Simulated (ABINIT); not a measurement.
# A GW chain in ABINIT: LiHF2 (C2/m), part 3 of 3

Aim: the G0W0 gap of LiHF2 (C2/m) on PBEsol, step by step.

ABINIT 10.8.3; PBEsol and many-body steps on it, plane waves. Known limits of the many-body steps: not at the basis limit; coarse k mesh.

So far. Step 3 (Bands along the symmetry lines): The gap is 8.408 eV, +0.003 eV from the run before at this level. Step 4 (Empty states on the mesh, 4×4×2 mesh, 34 bands): On this mesh the gap is 8.408 eV.

## 5. Screening, 4×4×2 mesh, 30 bands, screening to 106.1 eV

The RPA dielectric matrix is built and inverted for each q.

This step: RPA screening on PBEsol, plane waves, norm-conserving pseudopotentials.

run.abi reads:

```
acell 3*1.0 Angstrom
rprim 
  2.547496000000 -1.534899000000 -0.000000000000
  2.547496000000 1.534899000000 -0.000000000000
  -2.526944000000 -0.000000000000 4.201520000000
ntypat 3
znucl 3 1 9
natom 4
typat 1 2 3 3
xred 
  0.000000000000 0.000000000000 0.000000000000
  0.000000000000 0.000000000000 0.500000000000
  0.209803000000 0.209803000000 0.750702000000
  0.790197000000 0.790197000000 0.249298000000
pp_dirpath "pseudos"
pseudos "Li.upf, H.upf, F.upf"
ecut 36
ngkpt 4 4 2
nshiftk 1
shiftk 0 0 0
kptopt 1
chksymbreak 0
istwfk *1
occopt 1
irdwfk 1
optdriver 3
nband 30
ecuteps 3.9
inclvkb 2
awtr 1
symchi 1
indata_prefix "in"
outdata_prefix "out"
tmpdata_prefix "tmp"
```

On the command line:

```
$ OMP_NUM_THREADS=1 mpirun -n 4 abinit run.abi > log
```

Numbers of over 12 decimals in the logs are rounded to 6 here.

Log:

```text
.Version 10.8.3 of ABINIT. v10.8.2 released Aug 2026.

 Symmetries : space group C2/m (# 12); Bravais mC (1-face-center monocl.)
[... echo of the input left out ...]
== DATASET  1 ==================================================================
-   mpi_nproc: 4, omp_nthreads: 1 (-1 if OMP is not activated)

--- !DatasetInfo
iteration_state: {dtset: 1, }
dimensions: {natom: 4, nkpt: 14, mband: 30, nsppol: 1, nspinor: 1, nspden: 1, mpw: 2327, }
cutoff_energies: {ecut:  36.0, pawecutdg:  -1.0, }
electrons: {nelect:   1.80000000E+01, charge:   0.00000000E+00, occopt:   1.00000000E+00, tsmear:   1.00000000E-02, }

 SCREENING: Calculation of the susceptibility and dielectric matrices

 Based on a program developped by R.W. Godby, V. Olevano, G. Onida, and L. Reining.
 Incorporated in ABINIT by V. Olevano, G.-M. Rignanese, and M. Torrent.
.Using double precision arithmetic ; gwpc =  8

[... cell and pseudopotentials left out ...]
--------------------------------------------------------------------------------

 ==== K-mesh for the wavefunctions ====
 Number of points in the irreducible wedge :    14
[... list of points left out ...]
 Together with  4 symmetry operations and time-reversal symmetry
 yields    32 points in the full Brillouin Zone.

 ==== Q-mesh for the screening function ====
 Number of points in the irreducible wedge :    14
[... list of points left out ...]
 Together with  4 symmetry operations and time-reversal symmetry
 yields    32 points in the full Brillouin Zone.

 setmesh: FFT mesh size selected  =    20x   20x   30
          total number of points  =        12000

 vcoul_init : cutoff-mode = AUXILIARY_FUNCTION
 q-points for optical limit:   1
     1)      0.000010    0.000020    0.000030

- screening: taking advantage of time-reversal symmetry
- Maximum band index for partially occupied states nbvw = 9
- Remaining bands to be divided among processors   nbcw = 21
- Number of bands treated by each node ~5

 Number of electrons calculated from density =   18.0000; Expected =   18.0000
 average of density, n =  0.081179
 r_s =    1.4327
 omega_plasma =   27.4839 [eV]

 calculating chi0 at frequencies [eV] :
  1    0.000000E+00    0.000000E+00
  2    0.000000E+00    2.748392E+01

--------------------------------------------------------------------------------
  q-point number  1        q = ( 0.000000, 0.000000, 0.000000) [r.l.u.]
--------------------------------------------------------------------------------
[... chi0 elements left out ...]
 For q-point:  0.000010 0.000020 0.000030
  dielectric constant =   2.0483
  dielectric constant without local fields =   2.1390

  Average fulfillment of the sum rule on Im[epsilon] for q-point    1 :     30.15  [%]
[... wings left out ...]
  q-point number  2        q = ( 0.250000, 0.000000, 0.000000) [r.l.u.]
--------------------------------------------------------------------------------
[... chi0 elements left out ...]
  Average fulfillment of the sum rule on Im[epsilon] for q-point    2 :     43.68  [%]

 [... 12 further q-points ...]
```

It took 7.9 s on 4 MPI ranks of Intel Xeon Platinum 8259CL at 2.50GHz (Skylake/Cascade Lake), shared host; peak memory 0.5 GiB; 31 s of CPU time.

This step gave:

```yaml
eps_infinity_with_local_fields_on_this_mesh_along_the_program_s_q_direction: 2.048
the_same_without_local_fields: 2.139
plasma_frequency: 27.48 eV
plane_waves_in_the_screening_matrix: 89
```

Local fields lower ε∞ by 4 %. On a Γ-centred mesh this coarse the value itself is usually too large, while a short band sum pulls it down.

## 6. Self-energy, 4×4×2 mesh, 30 bands, screening to 106.1 eV

The self-energy is evaluated for the states that the input lists, and the levels follow from it, in one-shot runs by the linearised quasiparticle equation.

This step: G0W0 on PBEsol, plane waves, norm-conserving pseudopotentials.

run.abi, as its differences from that of step 5:

```diff
@@ -25,8 +25,17 @@
 irdwfk 1
-optdriver 3
+optdriver 4
 nband 30
+gwcalctyp 0
+ecutsigx 36
+symsigma 1
+nkptgw 2
+kptgw 
+  0.0000000000 0.0000000000 0.5000000000
+  0.0000000000 0.0000000000 0.0000000000
+bdgw 
+  8 11
+  8 11
 ecuteps 3.9
-inclvkb 2
-awtr 1
-symchi 1
+irdscr 1
+ppmodel 1
 indata_prefix "in"
```

Log:

```text
.Version 10.8.3 of ABINIT. v10.8.2 released Aug 2026.

 Symmetries : space group C2/m (# 12); Bravais mC (1-face-center monocl.)
[... echo of the input left out ...]
== DATASET  1 ==================================================================
-   mpi_nproc: 4, omp_nthreads: 1 (-1 if OMP is not activated)

--- !DatasetInfo
iteration_state: {dtset: 1, }
dimensions: {natom: 4, nkpt: 14, mband: 30, nsppol: 1, nspinor: 1, nspden: 1, mpw: 2327, }
cutoff_energies: {ecut:  36.0, pawecutdg:  -1.0, }
electrons: {nelect:   1.80000000E+01, charge:   0.00000000E+00, occopt:   1.00000000E+00, tsmear:   1.00000000E-02, }

 SIGMA: Calculation of the GW corrections

 Based on a program developped by R.W. Godby, V. Olevano, G. Onida, and L. Reining.
 Incorporated in ABINIT by V. Olevano, G.-M. Rignanese, and M. Torrent.
.Using double precision arithmetic ; gwpc =  8

[... cell and pseudopotentials left out ...]
--------------------------------------------------------------------------------

 ==== K-mesh for the wavefunctions ====
 Number of points in the irreducible wedge :    14
[... list of points left out ...]
 Together with  4 symmetry operations and time-reversal symmetry
 yields    32 points in the full Brillouin Zone.

 ==== Q-mesh for screening function ====
 Number of points in the irreducible wedge :    14
[... list of points left out ...]
 Together with  4 symmetry operations and time-reversal symmetry
 yields    32 points in the full Brillouin Zone.

 vcoul_init : cutoff-mode = AUXILIARY_FUNCTION
 q-points for optical limit:   1
     1)      0.000010    0.000020    0.000030
 setmesh: FFT mesh size selected  =    27x   27x   45
          total number of points  =        32805

 Number of electrons calculated from density =   18.0000; Expected =   18.0000
 average of density, n =  0.081179
 r_s =    1.4327
 omega_plasma =   27.4839 [eV]

 === KS Band Gaps ===
  >>>> For spin  1
   Minimum direct gap =   8.5313 [eV], located at k-point      :   0.0000  0.0000  0.0000
   Fundamental gap    =   8.4081 [eV], Top of valence bands at :   0.0000  0.0000  0.5000
                                       Bottom of conduction at :   0.0000  0.0000  0.0000
 SIGMA fundamental parameters:
 PLASMON POLE MODEL  1
 number of plane-waves for SigmaX                 2327
 number of plane-waves for SigmaC and W             89
 number of plane-waves for wavefunctions          2327
 number of bands                                    30
 number of independent spin polarizations            1
 number of spinorial components                      1
 number of k-points in IBZ                          14
 number of q-points in IBZ                          14
 number of symmetry operations                       4
 number of k-points in BZ                           32
 number of q-points in BZ                           32
 number of frequencies for dSigma/dE                 9
 frequency step for dSigma/dE [eV]                0.25
 number of omega for Sigma on real axis              0
 max omega for Sigma on real axis  [eV]           0.00
 zcut for avoiding poles [eV]                     0.10

 EPSILON^-1 parameters (SCR file):
 dimension of the eps^-1 matrix on file             89
 dimension of the eps^-1 matrix used                89
 number of plane-waves for wavefunctions          2327
 number of bands                                    30
 number of q-points in IBZ                          14
 number of frequencies                               2
 number of real frequencies                          1
 number of imag frequencies                          1

 matrix elements of self-energy operator (all in [eV])

 Perturbative Calculation

--- !SelfEnergy_ee
iteration_state: {dtset: 1, }
kpoint     : [   0.000,    0.000,    0.500, ]
spin       : 1
KS_gap     :    9.591
QP_gap     :   14.101
Delta_QP_KS:    4.510
data: !SigmaeeData |
     Band     E0 <VxcDFT>   SigX SigC(E0)      Z dSigC/dE  Sig(E)    E-E0       E
        8  -2.711 -22.449 -30.373   4.915   0.833  -0.201 -24.954  -2.505  -5.216
        9  -2.601 -22.716 -30.636   4.956   0.832  -0.202 -25.183  -2.467  -5.067
       10   6.990 -10.436  -5.691  -2.467   0.897  -0.114  -8.392   2.044   9.034
       11   9.683 -11.936  -6.668  -2.620   0.891  -0.122  -9.577   2.360  12.042

--- !SelfEnergy_ee
iteration_state: {dtset: 1, }
kpoint     : [   0.000,    0.000,    0.000, ]
spin       : 1
KS_gap     :    8.531
QP_gap     :   12.638
Delta_QP_KS:    4.107
data: !SigmaeeData |
     Band     E0 <VxcDFT>   SigX SigC(E0)      Z dSigC/dE  Sig(E)    E-E0       E
        8  -2.809 -22.503 -30.483   4.958   0.832  -0.202 -25.017  -2.513  -5.323
        9  -2.724 -23.300 -30.563   4.649   0.836  -0.196 -25.486  -2.186  -4.910
       10   5.807 -10.780  -6.129  -2.514   0.899  -0.112  -8.859   1.921   7.729
       11  10.146  -8.563  -3.435  -2.744   0.903  -0.107  -6.409   2.153  12.300

== END DATASET(S) ==============================================================
================================================================================

 -outvars: echo values of variables after computation  --------
           etotal      0.0000000000E+00
            nband          30
             nkpt          14
          spgroup          12
 [... the other variables as echoed above ...]

 Calculation completed.
```

Wall time 3.8 s (4 MPI ranks); peak memory 0.43 GiB.

Numbers from this step:

```yaml
g0w0_gap_on_the_points_computed: 12.64 eV
starting_gap_on_the_mesh: 8.408 eV
k_of_the_valence_top: 0, 0, 0
k_of_the_conduction_bottom: 0, 0, 0
z_at_the_valence_top: 0.836
z_at_the_conduction_bottom: 0.899
least_direct_g0w0_gap_on_the_computed_points: 12.64 eV
```

The gap on the mesh goes from 8.41 eV to 12.64 eV, a correction of +4.23 eV.

Limits: finite bands, cutoff and mesh; coarse k mesh. v1 is the top filled band, c1 the lowest empty one. The levels before and after the correction (eV, zero at the valence-band top of each column):

```
           conduction bottom  valence top
Kohn-Sham               8.41         0.00
     G0W0              12.64         0.00
```

```
           level  energy (eV)
Kohn-Sham   Γ v2       -0.209
Kohn-Sham   Γ v1       -0.123
Kohn-Sham   Γ c1        8.408
Kohn-Sham   Γ c2       12.747
     G0W0   Γ v2       -0.413
     G0W0   Γ v1        0.000
     G0W0   Γ c1       12.639
     G0W0   Γ c2       17.210
```

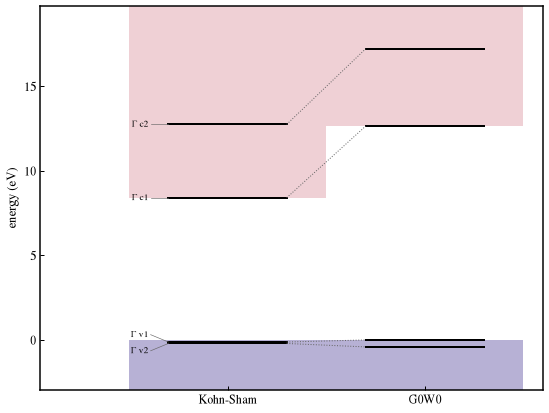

Levels before and after the correction. Shaded: valence and conduction bands.

## 7. Where the time went

Times are wall times on 4 MPI ranks of Intel Xeon Platinum 8259CL at 2.50GHz (Skylake/Cascade Lake), shared host, good to a factor of about two.

```
                          step   time  share  memory (GiB)
                  ground state   53 s   60 %          0.37
bands along the symmetry lines   15 s   17 %          0.32
      empty states on the mesh    9 s   10 %           0.3
                     screening  7.9 s    9 %           0.5
                   self-energy  3.8 s    4 %          0.43
```

## 8. Results

```
PBEsol gap           : 8.40 eV, indirect
G0W0 gap on the mesh : 12.64 eV
GW settings          : 4×4×2 mesh, 30 bands, screening to 106.1 eV, Godby-Needs plasmon pole
known limits         : not at the basis limit; coarse k mesh
```

**Reading.** G0W0 moves the gap on the mesh from 8.41 eV to 12.64 eV (+4.23 eV), with Z of 0.84 and 0.90 at the edges. Local fields lower the RPA ε∞ on this mesh from 2.14 to 2.05; a Γ-centred mesh this coarse tends to raise both, most where the direct gap is narrow, while a short band sum lowers them. Only 2 of the mesh's irreducible points were corrected, so a valley elsewhere could overtake. The dearest step here is «ground state». Bands and cutoff are finite, so the gap is not at the basis limit. The miss can reach some tenths of an eV and take either sign; the mesh is an error of its own. In the G0W0 run levels were corrected at 2 k points alone, so a gap called «on the mesh» is the least over those, and an edge elsewhere would be missed. The 4×4×2 mesh is coarse for this cell, which bears on the long-range parts of exchange and screening.

[Paths, hosts, dates, memory and timing lines, banners, echoed tables and standing remarks are left out of the program output.]

[Logs are printed without paths, hosts, clocks, repeated set-up lines and the standing remarks that a program may print on its own settings, such as how far it seeks lower states.]

[Runs of the session that timed out or met a known fault of the program may be left out.]

[Hosts, paths, dates, database ids (printed as entryN), source tags and the programs' standing remarks are cut or masked in the printed files.]

[G0W0 gaps are taken among the corrected bands and points alone; a level outside them can change the order at an edge.]

[Where Ansatz stands beside ABINIT at settings called matched, ABINIT's density can come from a denser mesh and the files from another edition; pairs whose starting gaps differed by over 0.03 eV were left out, so agreement reads better than it is.]
